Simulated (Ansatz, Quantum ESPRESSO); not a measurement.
**SnAs (Fm-3m): phonons and their coupling to the electrons**

Wanted: the coupling constant λ of SnAs (Fm-3m) at ambient pressure.

Main program and level: Quantum ESPRESSO 7.5; DFT PBEsol, scalar-relativistic, plane waves, GBRV ultrasoft pseudopotentials.

The database entry behind the starting cell differs from later determinations by our own check (an axis about 0.7 % short against later determinations), so it need not match the best structure at ambient conditions.

**1. The structure**

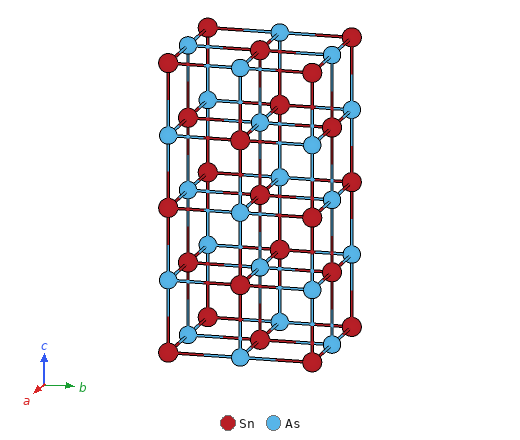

The starting structure, seen slightly off an axis (tin red, arsenic blue). 1×1×2 cells are drawn. This picture shows the conventional cell, with its axes. Some periodic images of atoms are drawn too.

Structure file:

```cif
data_structure
_symmetry_space_group_name_H-M 'P 1'
_symmetry_Int_Tables_number 1
_cell_length_a 4.0171
_cell_length_b 4.0171
_cell_length_c 4.0171
_cell_angle_alpha 60.000
_cell_angle_beta 60.000
_cell_angle_gamma 60.000
_cell_volume 45.84
loop_
_atom_site_label
_atom_site_type_symbol
_atom_site_fract_x
_atom_site_fract_y
_atom_site_fract_z
_atom_site_occupancy
Sn1 Sn 0.00000 0.00000 0.00000 1
As2 As 0.50000 0.50000 0.50000 1
```

**2. A first look**

A cheap run with smearing and empty bands tells whether the crystal has a gap, which decides between fixed occupations and smearing later on.

Contents of probe.in:

```
&control
   calculation = 'scf'
   prefix = 'x'
   outdir = './tmp'
   pseudo_dir = './pseudo'
   tprnfor = .true.
   tstress = .true.
   verbosity = 'high'
/
&system
   ibrav = 0
   nat = 2
   ntyp = 2
   ecutwfc = 40.0
   ecutrho = 240.0
   occupations = 'smearing'
   smearing = 'gaussian'
   degauss = 0.01
/
&electrons
   conv_thr = 1.0d-07
   mixing_beta = 0.7
   electron_maxstep = 100
/
ATOMIC_SPECIES
 Sn    118.7100  Sn.upf
 As     74.9216  As.upf
CELL_PARAMETERS angstrom
     0.000000000    2.840500000    2.840500000
     2.840500000    0.000000000    2.840500000
     2.840500000    2.840500000    0.000000000
ATOMIC_POSITIONS crystal
 Sn     0.000000000   0.000000000   0.000000000
 As     0.500000000   0.500000000   0.500000000
K_POINTS automatic
 6 6 6 0 0 0
```

The run is started by

```console
$ OMP_NUM_THREADS=1 mpirun -n 8 pw.x -nk 8 -in probe.in > probe.out
```

Output:

```text
[banners, grids, parts of the stress and lines that vanish by symmetry left out]
Program PWSCF v.7.5
     Message from routine setup:
     using ibrav=0 with symmetry is DISCOURAGED, use correct ibrav instead
[...]
kinetic-energy cutoff     =      40.0000  Ry
     charge density cutoff     =     240.0000  Ry
     scf convergence threshold =      1.0E-07
[...]
Exchange-correlation= SLA  PW   PSX  PSC
                           (   1   4  10   8   0   0   0)
[...]
48 Sym. Ops., with inversion, found
[...]
(     0          1          0      )
                  (     0          0          1      )
[...]
( -0.0000000  1.0000000  0.0000000 )
                  ( -0.0000000  0.0000000  1.0000000 )
[...]
(     1          0         -1      )
                  (     0          0         -1      )
[...]
(  0.0000000 -1.0000000 -0.0000000 )
[...]
(    -1          1          0      )
                  (     0          1         -1      )
[...]
( -1.0000000  0.0000000 -0.0000000 )
                  ( -0.0000000  1.0000000 -0.0000000 )
[...]
number of k points=    16  Gaussian smearing, width (Ry)=  0.0100
[...]
End of self-consistent calculation
[...]
the Fermi energy is     9.5505 ev
!    total energy              =    -198.90189492 Ry
[...]
convergence has been achieved in  11 iterations
[...]
atom    1 type  1   force =     0.00000000    0.00000000    0.00000000
     atom    2 type  2   force =     0.00000000    0.00000000    0.00000000
[...]
Total force =     0.000000     Total SCF correction =     0.000000
[...]
total   stress  (Ry/bohr**3)                   (kbar)     P=       12.71
[...]
XML data file, charge density, pseudopotentials, collected wavefunctions

   JOB DONE.
```

It took 4.6 s on 8 MPI ranks of Intel Xeon at 2.70GHz, shared host; 35 s of CPU time.

Read from the output:

```yaml
volume_per_atom: 22.92 Å³
pressure: 1.271 GPa
gap_on_the_k_mesh: 0 eV
```

No gap opens on this mesh, so smearing is kept; the start stands at 1.3 GPa.

**3. Relaxing the cell and atoms**

Frequencies change by per cents with a per cent of volume, so the structure is first brought to rest at this level of theory.

Contents of relax.in:

```
&control
   calculation = 'vc-relax'
   prefix = 'x'
   outdir = './tmp'
   pseudo_dir = './pseudo'
   tprnfor = .true.
   tstress = .true.
   forc_conv_thr = 2.0d-05
   etot_conv_thr = 1.0d-07
   nstep = 40
/
&system
   ibrav = 0
   nat = 2
   ntyp = 2
   ecutwfc = 40.0
   ecutrho = 240.0
   occupations = 'smearing'
   smearing = 'mv'
   degauss = 0.02
/
&electrons
   conv_thr = 1.0d-11
   mixing_beta = 0.7
   electron_maxstep = 100
/
&ions
/
&cell
   press_conv_thr = 0.2
/
ATOMIC_SPECIES
 Sn    118.7100  Sn.upf
 As     74.9216  As.upf
CELL_PARAMETERS angstrom
     0.000000000    2.840500000    2.840500000
     2.840500000    0.000000000    2.840500000
     2.840500000    2.840500000    0.000000000
ATOMIC_POSITIONS crystal
 Sn     0.000000000   0.000000000   0.000000000
 As     0.500000000   0.500000000   0.500000000
K_POINTS automatic
 12 12 12 0 0 0
```

The run is started by

```console
$ OMP_NUM_THREADS=1 mpirun -n 8 pw.x -nk 8 -in relax.in > relax.out
```

Output:

```text
[banners, grids, parts of the stress and lines that vanish by symmetry left out]
[banner, memory and clock lines left out]
Program PWSCF v.7.5

[...]
kinetic-energy cutoff     =      40.0000  Ry
     charge density cutoff     =     240.0000  Ry
     scf convergence threshold =      1.0E-11
[...]
energy convergence thresh.=      1.0E-07
     force convergence thresh. =      2.0E-05
     press convergence thresh. =      2.0E-01
     Exchange-correlation= SLA  PW   PSX  PSC
                           (   1   4  10   8   0   0   0)
[...]
48 Sym. Ops., with inversion, found
[...]
number of k points=    72  Marzari-Vanderbilt smearing, width (Ry)=  0.0200
[...]
End of self-consistent calculation
[...]
the Fermi energy is     9.8586 ev
!    total energy              =    -198.90526508 Ry
[...]
convergence has been achieved in  12 iterations
[...]
atom    1 type  1   force =     0.00000000    0.00000000    0.00000000
     atom    2 type  2   force =     0.00000000    0.00000000   -0.00000000
     Total force =     0.000000     Total SCF correction =     0.000000
[...]
total   stress  (Ry/bohr**3)                   (kbar)     P=       13.00
[...]
number of bfgs steps    =   0
[...]
CELL_PARAMETERS (angstrom)
[...]
ATOMIC_POSITIONS (crystal)
Sn               0.0000000000        0.0000000000        0.0000000000
As               0.5000000000        0.5000000000        0.5000000000
[...]
New effective cutoffs (rho, wfc):  238.38   39.82
[...]
End of self-consistent calculation
[...]
the Fermi energy is     9.7540 ev
!    total energy              =    -198.90541099 Ry
[...]
convergence has been achieved in   6 iterations
[...]
atom    1 type  1   force =     0.00000000   -0.00000000    0.00000000
     atom    2 type  2   force =     0.00000000   -0.00000000   -0.00000000
     Total force =     0.000000     Total SCF correction =     0.000000
[...]
total   stress  (Ry/bohr**3)                   (kbar)     P=        7.92
[...]
number of bfgs steps    =   1
[...]
CELL_PARAMETERS (angstrom)
[...]
ATOMIC_POSITIONS (crystal)
Sn               0.0000000000        0.0000000000       -0.0000000000
As               0.5000000000        0.5000000000        0.5000000000
[...]
New effective cutoffs (rho, wfc):  237.23   39.62
[...]
End of self-consistent calculation
[...]
the Fermi energy is     9.6400 ev
!    total energy              =    -198.90549097 Ry
[...]
convergence has been achieved in   7 iterations
[...]
atom    1 type  1   force =     0.00000000   -0.00000000    0.00000000
     atom    2 type  2   force =    -0.00000000    0.00000000   -0.00000000
     Total force =     0.000000     Total SCF correction =     0.000000
[...]
total   stress  (Ry/bohr**3)                   (kbar)     P=        2.47
[...]
number of bfgs steps    =   2
[...]
CELL_PARAMETERS (angstrom)
[...]
ATOMIC_POSITIONS (crystal)
[...]
New effective cutoffs (rho, wfc):  236.71   39.54
[...]
End of self-consistent calculation
[...]
the Fermi energy is     9.5882 ev
!    total energy              =    -198.90549987 Ry
[...]
convergence has been achieved in   7 iterations
[...]
atom    1 type  1   force =    -0.00000000   -0.00000000    0.00000000
     atom    2 type  2   force =     0.00000000    0.00000000   -0.00000000
     Total force =     0.000000     Total SCF correction =     0.000000
[...]
total   stress  (Ry/bohr**3)                   (kbar)     P=        0.04
[...]
number of bfgs steps    =   3
[...]
small trust_radius: resetting bfgs history
[...]
CELL_PARAMETERS (angstrom)
[...]
ATOMIC_POSITIONS (crystal)
[...]
New effective cutoffs (rho, wfc):  236.70   39.54
[...]
End of self-consistent calculation
[...]
the Fermi energy is     9.5879 ev
!    total energy              =    -198.90549987 Ry
[...]
convergence has been achieved in   3 iterations
[...]
atom    1 type  1   force =     0.00000000    0.00000000   -0.00000000
     atom    2 type  2   force =    -0.00000000   -0.00000000   -0.00000000
     Total force =     0.000000     Total SCF correction =     0.000000
[...]
total   stress  (Ry/bohr**3)                   (kbar)     P=        0.03
[...]
bfgs converged in   5 scf cycles and   4 bfgs steps
[...]
End of BFGS Geometry Optimization
     Final enthalpy           =    -198.9054998677 Ry
     File ./tmp/x.bfgs deleted, as requested
[...]
CELL_PARAMETERS (angstrom)
[...]
ATOMIC_POSITIONS (crystal)
Sn               0.0000000000        0.0000000000       -0.0000000000
As               0.5000000000        0.5000000000        0.5000000000
[...]
Final scf calculation at the relaxed structure.
[...]
kinetic-energy cutoff     =      40.0000  Ry
     charge density cutoff     =     240.0000  Ry
     scf convergence threshold =      1.0E-13
[...]
press convergence thresh. =      2.0E-01
     Exchange-correlation= SLA  PW   PSX  PSC
                           (   1   4  10   8   0   0   0)
[...]
48 Sym. Ops., with inversion, found
[...]
number of k points=    72  Marzari-Vanderbilt smearing, width (Ry)=  0.0200
[...]
c_bands:  1 eigenvalues not converged
     c_bands:  4 eigenvalues not converged
     c_bands:  1 eigenvalues not converged
     c_bands:  1 eigenvalues not converged
     c_bands:  1 eigenvalues not converged
     c_bands:  2 eigenvalues not converged
     c_bands:  1 eigenvalues not converged
[...]
End of self-consistent calculation
[...]
the Fermi energy is     9.5879 ev
!    total energy              =    -198.90551583 Ry
[...]
convergence has been achieved in  19 iterations
[...]
atom    1 type  1   force =    -0.00000000    0.00000000    0.00000000
     atom    2 type  2   force =     0.00000000   -0.00000000   -0.00000000
     Total force =     0.000000     Total SCF correction =     0.000000
[...]
total   stress  (Ry/bohr**3)                   (kbar)     P=       -0.29
[...]
XML data file, charge density, pseudopotentials, collected wavefunctions
```

Elapsed: 33 s, on 8 MPI ranks.

The steps of the relaxation:

| step | energy less that of the first step (eV) | largest force (eV/Å) | pressure (GPa) | volume (Å³) |
| --- | --- | --- | --- | --- |
| 1 | 0.0000 | 0.0000 | 1.30 | 45.84 |
| 2 | -0.0020 | 0.0000 | 0.79 | 46.14 |
| 3 | -0.0031 | 0.0000 | 0.25 | 46.48 |
| 4 | -0.0032 | 0.0000 | 0.00 | 46.63 |
| 5 | -0.0032 | 0.0000 | 0.00 | 46.63 |
| 6 | -0.0034 | 0.0000 | -0.03 | 46.63 |

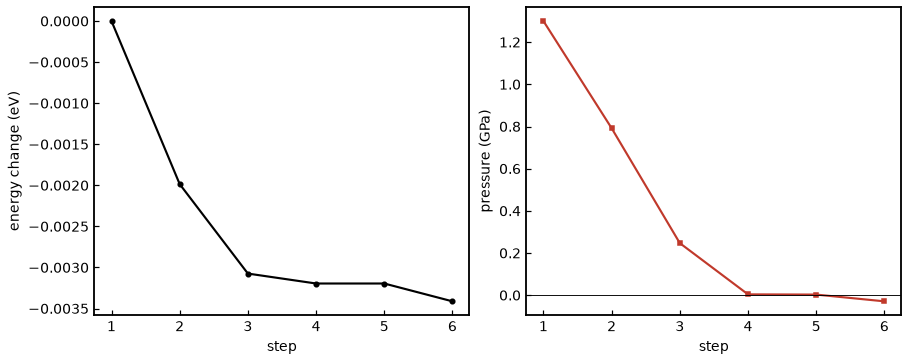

Energy and pressure along the relaxation.

| conventional cell, symmetrised | before | after | change |
| --- | --- | --- | --- |
| a (Å) | 5.681 | 5.714 | +0.6 % |
| b (Å) | 5.681 | 5.714 | +0.6 % |
| c (Å) | 5.681 | 5.714 | +0.6 % |
| volume (Å³/atom) | 22.92 | 23.32 | +1.7 % |

Final coordinates:

```cif
data_structure
_symmetry_space_group_name_H-M 'P 1'
_symmetry_Int_Tables_number 1
_cell_length_a 4.0402
_cell_length_b 4.0402
_cell_length_c 4.0402
_cell_angle_alpha 60.000
_cell_angle_beta 60.000
_cell_angle_gamma 60.000
_cell_volume 46.63
loop_
_atom_site_label
_atom_site_type_symbol
_atom_site_fract_x
_atom_site_fract_y
_atom_site_fract_z
_atom_site_occupancy
Sn1 Sn 0.00000 0.00000 0.00000 1
As2 As 0.50000 0.50000 0.50000 1
```

The last row of the table of steps is pw.x's closing run on a basis chosen anew for the final cell, so its energy can jump.

This step gave:

| Quantity | Value |
| --- | --- |
| volume per atom | 23.32 Å³ |
| pressure | -0.02900 GPa |

The volume changes by +1.7 % from the cell with which this run began.

**4. Ground state**

Perturbation theory inherits every error of the wavefunctions, so the threshold is set near the limit of the arithmetic. Smearing stays on, as the first look found no gap above 0.3 eV.

Contents of scf.in:

```
&control
   calculation = 'scf'
   prefix = 'x'
   outdir = './tmp'
   pseudo_dir = './pseudo'
   tprnfor = .true.
   tstress = .true.
/
&system
   ibrav = 0
   nat = 2
   ntyp = 2
   ecutwfc = 40.0
   ecutrho = 240.0
   occupations = 'smearing'
   smearing = 'mv'
   degauss = 0.02
/
&electrons
   conv_thr = 1.0d-12
   mixing_beta = 0.7
   electron_maxstep = 100
/
ATOMIC_SPECIES
 Sn    118.7100  Sn.upf
 As     74.9216  As.upf
CELL_PARAMETERS angstrom
     0.000000000    2.856854462    2.856854462
     2.856854462    0.000000000    2.856854462
     2.856854462    2.856854462    0.000000000
ATOMIC_POSITIONS crystal
 Sn     0.000000000   0.000000000   0.000000000
 As     0.500000000   0.500000000   0.500000000
K_POINTS automatic
 12 12 12 0 0 0
```

The run is started by

```console
$ OMP_NUM_THREADS=1 mpirun -n 8 pw.x -nk 8 -in scf.in > scf.out
```

Output:

```text
[banners, grids, parts of the stress and lines that vanish by symmetry left out]
[banner, memory and clock lines left out]
Program PWSCF v.7.5

[...]
kinetic-energy cutoff     =      40.0000  Ry
     charge density cutoff     =     240.0000  Ry
     scf convergence threshold =      1.0E-12
[...]
Exchange-correlation= SLA  PW   PSX  PSC
                           (   1   4  10   8   0   0   0)
[...]
48 Sym. Ops., with inversion, found
[...]
number of k points=    72  Marzari-Vanderbilt smearing, width (Ry)=  0.0200
[...]
End of self-consistent calculation
[...]
the Fermi energy is     9.5879 ev
!    total energy              =    -198.90551583 Ry
[...]
convergence has been achieved in  13 iterations
[...]
atom    1 type  1   force =     0.00000000    0.00000000    0.00000000
     atom    2 type  2   force =    -0.00000000   -0.00000000   -0.00000000
     Total force =     0.000000     Total SCF correction =     0.000000
[...]
total   stress  (Ry/bohr**3)                   (kbar)     P=       -0.27
[...]
XML data file, charge density, pseudopotentials, collected wavefunctions
```

Wall time 9.2 s (8 MPI ranks).

Read from the output:

* pressure: -0.02700 GPa

The cell stands at -0.027 GPa, close enough for phonons.

**5. Levels on a dense mesh**

The coupling is a sum over pairs of states at the Fermi level and needs a much denser mesh than the density does.

scf_fit.in, as its differences from scf.in of step 4:

```diff
@@ -17,5 +17,6 @@
    degauss = 0.02
+   la2F = .true.
 /
 &electrons
-   conv_thr = 1.0d-12
+   conv_thr = 1.0d-10
    mixing_beta = 0.7
@@ -34,2 +35,2 @@
 K_POINTS automatic
- 12 12 12 0 0 0
+ 24 24 24 0 0 0
```

The run is started by

```console
$ OMP_NUM_THREADS=1 mpirun -n 8 pw.x -nk 8 -in scf_fit.in > scf_fit.out
```

Output:

```text
[banners, grids, parts of the stress and lines that vanish by symmetry left out]
[banner, memory and clock lines left out]
Program PWSCF v.7.5

[...]
kinetic-energy cutoff     =      40.0000  Ry
     charge density cutoff     =     240.0000  Ry
     scf convergence threshold =      1.0E-10
[...]
Exchange-correlation= SLA  PW   PSX  PSC
                           (   1   4  10   8   0   0   0)
[...]
48 Sym. Ops., with inversion, found
[...]
number of k points=   413  Marzari-Vanderbilt smearing, width (Ry)=  0.0200
[...]
End of self-consistent calculation
[...]
the Fermi energy is     9.5609 ev
!    total energy              =    -198.90502829 Ry
[...]
convergence has been achieved in  12 iterations
[...]
atom    1 type  1   force =     0.00000000    0.00000000    0.00000000
     atom    2 type  2   force =     0.00000000    0.00000000    0.00000000
     Total force =     0.000000     Total SCF correction =     0.000000
[...]
total   stress  (Ry/bohr**3)                   (kbar)     P=        0.26
[...]
XML data file, charge density, pseudopotentials, collected wavefunctions
```

The job ended after 35 s (8 MPI ranks; 4.6 min of CPU time).

Numbers from this step:

```yaml
pressure: 0.02600 GPa
```

**6. Self-consistent run for the response**

The run on the dense mesh left its levels for the electron-phonon sums; ph.x needs the ground state on the coarse mesh, so pw.x runs once more in the same folder.

scf.in is that of step 4.

The run is started by

```console
$ OMP_NUM_THREADS=1 mpirun -n 8 pw.x -nk 8 -in scf.in > scf.out
```

Output:

```text
[banners, grids, parts of the stress and lines that vanish by symmetry left out]
[banner, memory and clock lines left out]
Program PWSCF v.7.5

[...]
kinetic-energy cutoff     =      40.0000  Ry
     charge density cutoff     =     240.0000  Ry
     scf convergence threshold =      1.0E-12
[...]
Exchange-correlation= SLA  PW   PSX  PSC
                           (   1   4  10   8   0   0   0)
[...]
48 Sym. Ops., with inversion, found
[...]
number of k points=    72  Marzari-Vanderbilt smearing, width (Ry)=  0.0200
[...]
End of self-consistent calculation
[...]
the Fermi energy is     9.5879 ev
!    total energy              =    -198.90551583 Ry
[...]
convergence has been achieved in  13 iterations
[...]
atom    1 type  1   force =     0.00000000    0.00000000    0.00000000
     atom    2 type  2   force =     0.00000000    0.00000000    0.00000000
     Total force =     0.000000     Total SCF correction =     0.000000
[...]
total   stress  (Ry/bohr**3)                   (kbar)     P=       -0.27
[...]
XML data file, charge density, pseudopotentials, collected wavefunctions
```

It took 9.4 s on 8 MPI ranks.

Numbers from this step:

| Quantity | Value |
| --- | --- |
| pressure | -0.02700 GPa |

[end of part 1 of 4]

[Host names and launcher messages were left out of these logs when they were recorded.]

[Logs are printed without paths, hosts, clocks, repeated set-up lines and the standing remarks that a program may print on its own settings, such as how far it seeks lower states.]

[Hosts, paths, dates, database ids (printed as entryN), source tags and the programs' standing remarks are cut or masked in the printed files.]
